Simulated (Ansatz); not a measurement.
**ClH$_{3}$OSi···NH$_{3}$: density, localisation and related maps**

The calculation's input:

```
crystal:
  periodic: [false, false, false]
  atoms:
    - { symbol: Si, position_ang: [-0.4801, 0.5141, -0.5541] }
    - { symbol: "N", position_ang: [0.6131, -0.6602, 0.8342] }
    - { symbol: H, position_ang: [0.5431, 1.1157, -1.3909] }
    - { symbol: H, position_ang: [-1.7579, 0.8606, 0.0243] }
    - { symbol: O, position_ang: [-1.0934, -0.7272, -1.4225] }
    - { symbol: H, position_ang: [0.8801, 0.4541, 1.5145] }
    - { symbol: Cl, position_ang: [0.4004, 2.1025, 1.1541] }
    - { symbol: H, position_ang: [1.4542, -1.1149, 0.516] }
    - { symbol: H, position_ang: [0.0507, -1.2932, 1.3811] }
    - { symbol: H, position_ang: [-0.6101, -1.2515, -2.0567] }
basis:
  gaussian: { orbitals: def2-SVP }
hamiltonian:
  xc: pbe0
  dispersion: d4
relax:
  f_tol: 0.15
  max_steps: 25
  restrain:
    - { distance: [0, 6], at: 2.13, k: 30.0 }
    - { distance: [5, 1], at: 1.02, k: 30.0 }
    - { distance: [0, 1], at: 3.12, k: 30.0 }
    - { distance: [5, 6], at: 2.63, k: 30.0 }
output:
  orbitals: {}
```

Launched as:

```sh
ansatz run input.yaml --threads 2 --pin off --max-ram 3072MiB --backend cpu --events-out ev --progress --plain --runs-dir out
```

The fields are those of the run's last geometry, not of the input's.

Not at a stationary point (largest force 0.6 eV/Å).

Computed with RKS PBE0-D4/def2-SVP in Ansatz.

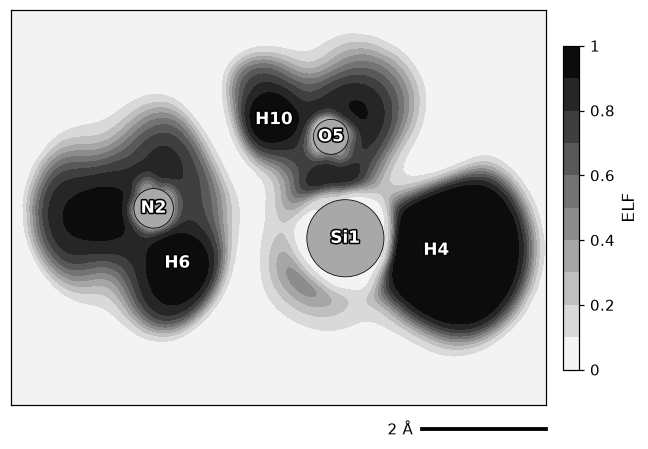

Figure 1. ELF on the plane of atoms H4, Si1 and O5. Grey discs cover the atomic cores.

Question: Read the bonding off the picture.

Answer: The plane passes through Si, N, H and O nuclei. Si1···H6 (2.74 Å): the ELF dips to about 0.05 between them. Si–O (1.65 Å): the ELF peaks at about 0.85 between the atoms, as expected for a shared but strongly polarised pair. O–H (0.96 Å): the ELF climbs to about 1 towards the hydrogen, as it does in any bond to H (an ordinary covalent bond to hydrogen). N–H (1.02 Å): the ELF climbs to about 1 towards the hydrogen (an ordinary covalent bond to hydrogen). Si–H (1.48 Å): the ELF climbs to about 1 towards the hydrogen. The ELF also peaks beside N2 and O5, away from the bonds: lone-pair regions.

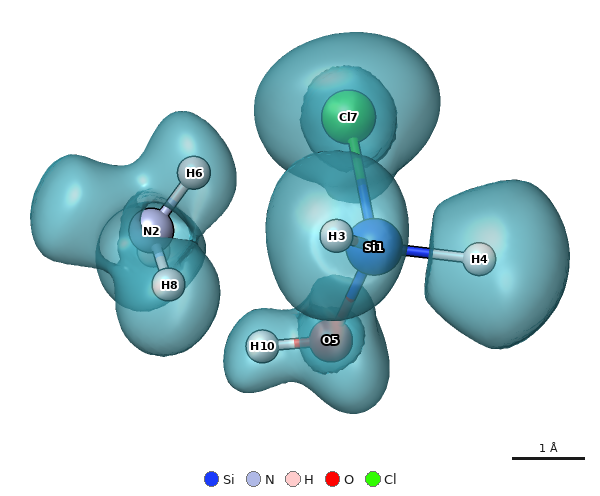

Figure 2. Isosurface of the electron localisation function at 0.75 (cyan), seen across its widest extent. Core shells and regions of very low density are left out.

Question: Where are the electrons localised?

Answer: At this value the surface marks out two regions around hydrogen nuclei, one region on Cl in which the atom's valence shell and bonds are merged, one joined region spread over several atoms (H, N), in which their bonds and any lone pairs are merged and one joined region spread over several atoms (H, O), in which their bonds and any lone pairs are merged.

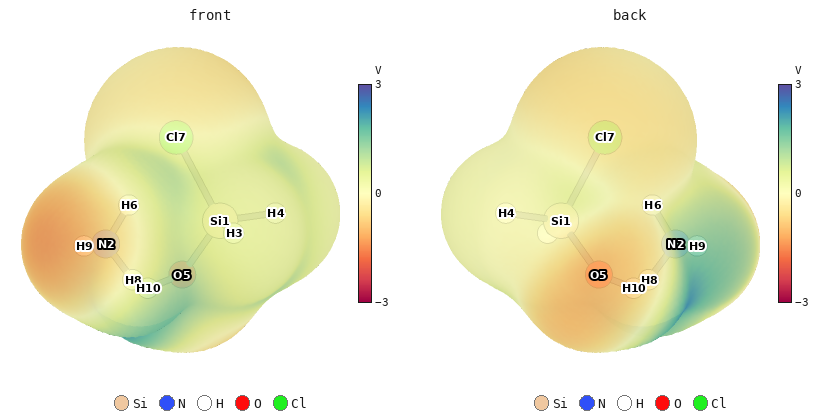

Figure 3. The molecular electrostatic potential painted on the density surface at 0.001 e/bohr³, seen from the front and from behind; the colour scale runs from red (negative) to blue (positive).

Question: Where is the surface potential most negative and most positive?

Answer: The most negative region (about −1.3 V) lies over N2, the most positive (about +2.2 V) over H10. N2 is the likeliest acceptor of a hydrogen bond.
